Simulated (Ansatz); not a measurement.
Run report: C$_{3}$H$_{10}$GeSi, nudged elastic band (part 1 of 2)

The run: nudged elastic band of C$_{3}$H$_{10}$GeSi. Method and program: RKS PBE/def2-SVP (Ansatz 0.2.0).

It belongs to a series of runs on one base structure; here: band between the two ends. Figures and captions count atoms from 1; the log counts them from 0 in places.

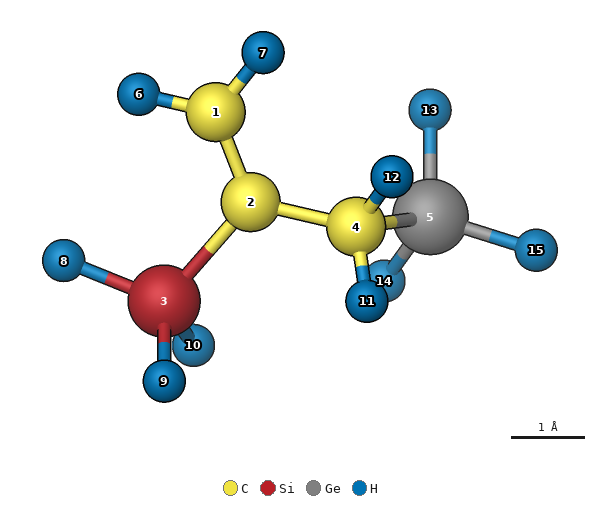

The starting structure (ball-and-stick view, seen at a tilt; atoms are numbered from 1 in the order of the input). Sticks mark near contacts. Bond lengths as drawn: C–C 1.35 to 1.51 Å, C–Ge 1.99 Å, C–H 1.10 to 1.11 Å, C–Si 1.89 Å, Ge–H 1.55 Å and H–Si 1.50 to 1.51 Å.

### Key numbers

| quantity | value |
| --- | --- |
| outcome | converged |
| barrier, forward | 0.051 eV |
| barrier, backward | 0.051 eV |
| hardware | 2 threads of Arm Neoverse V2, 24 GiB of memory available, shared host |
| wall time | 5.4 min (CPU time 11 min) |
| peak memory | 0.2 GiB |

### Notes

The order of the saddle point was not checked.

### Input
```yaml
crystal:
  periodic: [false, false, false]
  atoms:
    - { symbol: C, position_ang: [-0.053635, 1.27099, 1.491217] }
    - { symbol: C, position_ang: [-0.385065, 0.287497, 0.620248] }
    - { symbol: Si, position_ang: [-1.976452, 0.456307, -0.393875] }
    - { symbol: C, position_ang: [0.462208, -0.946639, 0.438204] }
    - { symbol: Ge, position_ang: [1.763147, -0.775945, -1.063937] }
    - { symbol: H, position_ang: [-0.668393, 2.177781, 1.610281] }
    - { symbol: H, position_ang: [0.849696, 1.2023, 2.125584] }
    - { symbol: H, position_ang: [-2.649047, 1.760889, -0.067345] }
    - { symbol: H, position_ang: [-2.912523, -0.682316, -0.074259] }
    - { symbol: H, position_ang: [-1.697893, 0.397586, -1.873868] }
    - { symbol: H, position_ang: [-0.150271, -1.849025, 0.229111] }
    - { symbol: H, position_ang: [1.067161, -1.160085, 1.345103] }
    - { symbol: H, position_ang: [2.777302, 0.348335, -0.724788] }
    - { symbol: H, position_ang: [1.02935, -0.419365, -2.38323] }
    - { symbol: H, position_ang: [2.522517, -2.119111, -1.249145] }
basis:
  gaussian: { orbitals: def2-SVP }
hamiltonian:
  xc: pbe
neb:
  order_check: false
  images: 7
  f_tol: 0.05
  max_iterations: 58
  final_atoms:
    - { symbol: C, position_ang: [0.0330885, 1.43441067, 1.33845812] }
    - { symbol: C, position_ang: [-0.35640192, 0.37288088, 0.59228152] }
    - { symbol: Si, position_ang: [-1.96668877, 0.48889545, -0.39958546] }
    - { symbol: C, position_ang: [0.44026401, -0.90587615, 0.5336098] }
    - { symbol: Ge, position_ang: [1.7013387, -0.96592829, -1.01051083] }
    - { symbol: H, position_ang: [-0.54339661, 2.37327319, 1.36543835] }
    - { symbol: H, position_ang: [0.95026623, 1.40325291, 1.95564956] }
    - { symbol: H, position_ang: [-2.93517751, -0.56801972, 0.06870921] }
    - { symbol: H, position_ang: [-1.73076777, 0.25172774, -1.86896987] }
    - { symbol: H, position_ang: [-2.58160836, 1.84775757, -0.21008326] }
    - { symbol: H, position_ang: [-0.21018087, -1.80208334, 0.44857909] }
    - { symbol: H, position_ang: [1.06451552, -1.03611128, 1.44345218] }
    - { symbol: H, position_ang: [2.75465675, 0.16125675, -0.84355684] }
    - { symbol: H, position_ang: [0.9405705, -0.76132721, -2.34696663] }
    - { symbol: H, position_ang: [2.41762361, -2.34491017, -1.03720393] }
  initial_path:
    images:
      - { positions_ang: [[-0.053635, 1.27099, 1.491217], [-0.385065, 0.287497, 0.620248], [-1.976452, 0.456307, -0.393875], [0.462208, -0.946639, 0.438204], [1.763147, -0.775945, -1.063937], [-0.668393, 2.177781, 1.610281], [0.849696, 1.2023, 2.125584], [-2.649047, 1.760889, -0.067345], [-2.912523, -0.682316, -0.074259], [-1.697893, 0.397586, -1.873868], [-0.150271, -1.849025, 0.229111], [1.067161, -1.160085, 1.345103], [2.777302, 0.348335, -0.724788], [1.02935, -0.419365, -2.38323], [2.522517, -2.119111, -1.249145]] }
      - { positions_ang: [[-0.02927298, 1.221688, 1.46161545], [-0.40103034, 0.26078514, 0.59268612], [-2.02041782, 0.43579542, -0.36463294], [0.46318154, -0.96437306, 0.37718786], [1.79870436, -0.71787617, -1.03516226], [-0.65317496, 2.13504906, 1.60632088], [0.88608065, 1.15828515, 2.05382062], [-2.47119374, 1.4215136, -0.48560088], [-2.8628209, -0.09711852, -0.00122092], [-2.01554188, 0.11109736, -1.37647336], [-0.16698896, -1.83429594, 0.09205499], [0.9966541, -1.23969009, 1.29756962], [2.76984178, 0.39020235, -0.59402472], [1.10937666, -0.28773355, -2.34405934], [2.57470451, -2.04412973, -1.25078012]] }
      - { positions_ang: [[-0.00491096, 1.172386, 1.4320139], [-0.41699568, 0.23407328, 0.56512423], [-2.06438365, 0.41528383, -0.33539087], [0.46415507, -0.98210712, 0.31617173], [1.83426172, -0.65980734, -1.00638753], [-0.63795693, 2.09231711, 1.60236076], [0.92246529, 1.11427029, 1.98205723], [-2.29334049, 1.08213821, -0.90385675], [-2.81311881, 0.48807896, 0.07181716], [-2.33319076, -0.17539129, -0.87907872], [-0.18370692, -1.81956689, -0.04500101], [0.92614721, -1.31929518, 1.25003623], [2.76238155, 0.4320697, -0.46326143], [1.18940332, -0.1561021, -2.30488869], [2.62689202, -1.96914847, -1.25241524]] }
      - { positions_ang: [[0.01945106, 1.123084, 1.40241235], [-0.43296102, 0.20736141, 0.53756235], [-2.10834947, 0.39477225, -0.30614881], [0.46512861, -0.99984118, 0.25515559], [1.86981907, -0.6017385, -0.97761279], [-0.62273889, 2.04958517, 1.59840064], [0.95884994, 1.07025544, 1.91029385], [-2.11548723, 0.74276281, -1.32211263], [-2.76341671, 1.07327645, 0.14485524], [-2.65083963, -0.46187993, -0.38168408], [-0.20042487, -1.80483783, -0.18205702], [0.85564031, -1.39890028, 1.20250285], [2.75492133, 0.47393704, -0.33249815], [1.26942998, -0.02447065, -2.26571803], [2.67907954, -1.8941672, -1.25405036]] }
      - { positions_ang: [[0.04381309, 1.07378199, 1.3728108], [-0.44892637, 0.18064955, 0.51000046], [-2.1523153, 0.37426066, -0.27690675], [0.46610214, -1.01757523, 0.19413945], [1.90537643, -0.54366967, -0.94883805], [-0.60752085, 2.00685323, 1.59444051], [0.99523459, 1.02624058, 1.83853046], [-1.93763397, 0.40338741, -1.74036851], [-2.71371461, 1.65847393, 0.21789332], [-2.96848851, -0.74836858, 0.11571056], [-0.21714283, -1.79010877, -0.31911302], [0.78513341, -1.47850537, 1.15496947], [2.7474611, 0.51580439, -0.20173486], [1.34945664, 0.1071608, -2.22654738], [2.73126705, -1.81918593, -1.25568548]] }
      - { positions_ang: [[0.04113194, 1.16393916, 1.36422263], [-0.42579525, 0.22870738, 0.53057073], [-2.10590867, 0.40291936, -0.30757643], [0.45964261, -0.98965046, 0.27900704], [1.854367, -0.64923433, -0.96425625], [-0.59148979, 2.09845822, 1.53718997], [0.9839925, 1.12049367, 1.86781024], [-2.18701986, 0.16053563, -1.28809908], [-2.4679779, 1.30678738, -0.30382248], [-2.87176847, -0.09933704, 0.03426211], [-0.21540234, -1.79310241, -0.12718999], [0.85497894, -1.36790685, 1.22709015], [2.74926001, 0.42716748, -0.36219036], [1.2472351, -0.1099612, -2.25665219], [2.65285619, -1.95061699, -1.20106509]] }
      - { positions_ang: [[0.03845079, 1.25409633, 1.35563446], [-0.40266414, 0.27676522, 0.55114099], [-2.05950203, 0.43157806, -0.33824611], [0.45318308, -0.96172569, 0.36387463], [1.80335756, -0.75479898, -0.97967444], [-0.57545873, 2.19006321, 1.47993943], [0.97275041, 1.21474675, 1.89709001], [-2.43640574, -0.08231615, -0.83582965], [-2.22224119, 0.95510083, -0.82553827], [-2.77504844, 0.5496945, -0.04718635], [-0.21366185, -1.79609606, 0.06473303], [0.92482447, -1.25730832, 1.29921082], [2.75105892, 0.33853057, -0.52264585], [1.14501357, -0.3270832, -2.286757], [2.57444533, -2.08204805, -1.1464447]] }
      - { positions_ang: [[0.03576965, 1.3442535, 1.34704629], [-0.37953303, 0.32482305, 0.57171126], [-2.0130954, 0.46023675, -0.36891578], [0.44672355, -0.93380092, 0.44874221], [1.75234813, -0.86036364, -0.99509264], [-0.55942767, 2.2816682, 1.42268889], [0.96150832, 1.30899983, 1.92636978], [-2.68579162, -0.32516793, -0.38356022], [-1.97650448, 0.60341428, -1.34725407], [-2.6783284, 1.19872603, -0.1286348], [-0.21192136, -1.7990897, 0.25665606], [0.99467, -1.1467098, 1.3713315], [2.75285783, 0.24989366, -0.68310135], [1.04279203, -0.5442052, -2.31686182], [2.49603447, -2.21347911, -1.09182431]] }
      - { positions_ang: [[0.0330885, 1.43441067, 1.33845812], [-0.35640192, 0.37288088, 0.59228152], [-1.96668877, 0.48889545, -0.39958546], [0.44026401, -0.90587615, 0.5336098], [1.7013387, -0.96592829, -1.01051083], [-0.54339661, 2.37327319, 1.36543835], [0.95026623, 1.40325291, 1.95564956], [-2.93517751, -0.56801972, 0.06870921], [-1.73076777, 0.25172774, -1.86896987], [-2.58160836, 1.84775757, -0.21008326], [-0.21018087, -1.80208334, 0.44857909], [1.06451552, -1.03611128, 1.44345218], [2.75465675, 0.16125675, -0.84355684], [0.9405705, -0.76132721, -2.34696663], [2.41762361, -2.34491017, -1.03720393]] }
```

Run as:
```bash
ansatz run input.yaml --threads 2 --pin off --max-ram 3072MiB --backend cpu --events-out ev --progress --plain --runs-dir out
```

### What the program printed
```
Engine: ansatz 0.2.0, aarch64-unknown-linux-gnu
Functional definition: PBE
  parameter kappa = 0.804
  parameter beta = 0.06672455060314922
  exchange = pbe_x(kappa = kappa, mu = beta*pi^2/3)
  correlation = pbe_c(beta = beta)
1601 factors; their error is unknown
mean field evaluation 1: about -67629.4044 eV, gradient 6.3e1 eV
mean field evaluation 2: about -67606.4566 eV, gradient 1.1e2 eV
mean field evaluation 4: about -67639.3838 eV, gradient 8.4e0 eV
mean field evaluation 8: about -67639.5516 eV, gradient 2.0e-1 eV
mean field evaluation 16: about -67639.4517 eV, gradient 3.2e-4 eV
mean field -67639.45166534 eV, -2485.7040010343 hartree, gradient 2.7e-5 eV, S^2 0.000000; 0 other end points of the search recorded, 0 dependent functions left out
the calculation of the forces begins
reference -67639.45170907 eV, -2485.7040026414 hartree; 37, 37 occupied and 105, 105 virtual orbitals, 1601 factors
1601 factors; their error is unknown
mean field evaluation 32: about -67639.4517 eV, gradient 4.2e-3 eV
mean field -67639.45171181 eV, -2485.7040027420 hartree, gradient 2.7e-5 eV, S^2 0.000000; 0 other end points of the search recorded, 0 dependent functions left out
[... from here on the field's lines of each further geometry are left out, up to the last ...]
NEB iter   1: max|band force component| = 1.206e2 eV/Å  barrier→ = 51.8934 eV  barrier← = 51.8934 eV  Δτ_max = 0.1999 Å  (261 SCF iters)
NEB iter   2: max|band force component| = 4.639e1 eV/Å  barrier→ = 17.7183 eV  barrier← = 17.7184 eV  Δτ_max = 0.1982 Å  (248 SCF iters)
NEB iter   3: max|band force component| = 2.209e1 eV/Å  barrier→ = 8.8580 eV  barrier← = 8.8580 eV  Δτ_max = 0.2000 Å  (231 SCF iters)
NEB iter   4: max|band force component| = 7.502e0 eV/Å  barrier→ = 3.4452 eV  barrier← = 3.4452 eV  Δτ_max = 0.2000 Å  (239 SCF iters)
NEB iter   5: max|band force component| = 3.124e0 eV/Å  barrier→ = 1.0481 eV  barrier← = 1.0482 eV  Δτ_max = 0.2000 Å  (221 SCF iters)
NEB iter   6: max|band force component| = 9.622e-1 eV/Å  barrier→ = 0.2257 eV  barrier← = 0.2258 eV  Δτ_max = 0.1988 Å  (210 SCF iters)
NEB iter   7: max|band force component| = 4.636e-1 eV/Å  barrier→ = 0.0907 eV  barrier← = 0.0907 eV  CI = image 6  Δτ_max = 0.1320 Å  (210 SCF iters)
NEB iter   8: max|band force component| = 3.842e-1 eV/Å  barrier→ = 0.0687 eV  barrier← = 0.0687 eV  CI = image 6  Δτ_max = 0.0920 Å  (214 SCF iters)
NEB iter   9: max|band force component| = 1.271e-1 eV/Å  barrier→ = 0.0584 eV  barrier← = 0.0585 eV  CI = image 6  Δτ_max = 0.0850 Å  (212 SCF iters)
NEB iter  10: max|band force component| = 1.170e-1 eV/Å  barrier→ = 0.0545 eV  barrier← = 0.0546 eV  CI = image 6  Δτ_max = 0.0886 Å  (214 SCF iters)
NEB iter  11: max|band force component| = 8.785e-2 eV/Å  barrier→ = 0.0528 eV  barrier← = 0.0529 eV  CI = image 6  Δτ_max = 0.0876 Å  (210 SCF iters)
NEB iter  12: max|band force component| = 5.911e-2 eV/Å  barrier→ = 0.0518 eV  barrier← = 0.0519 eV  CI = image 6  Δτ_max = 0.0562 Å  (214 SCF iters)
NEB iter  13: max|band force component| = 8.783e-2 eV/Å  barrier→ = 0.0512 eV  barrier← = 0.0512 eV  CI = image 6  Δτ_max = 0.0282 Å  (210 SCF iters)
the calculation of the forces begins
reference -67639.43308291 eV, -2485.7033181427 hartree; 37, 37 occupied and 105, 105 virtual orbitals, 1601 factors
1601 factors; their error is unknown
mean field evaluation 960: about -67639.4008 eV, gradient 4.3e-2 eV
mean field -67639.40082907 eV, -2485.7021328357 hartree, gradient 2.8e-5 eV, S^2 0.000000; 1 other end points of the search recorded, 0 dependent functions left out
the calculation of the forces begins
reference -67639.40087261 eV, -2485.7021344359 hartree; 37, 37 occupied and 105, 105 virtual orbitals, 1601 factors
NEB iter  14: max|band force component| = 4.822e-2 eV/Å  barrier→ = 0.0508 eV  barrier← = 0.0509 eV  CI = image 6  Δτ_max = 0.0000 Å  (422 SCF iters)
```
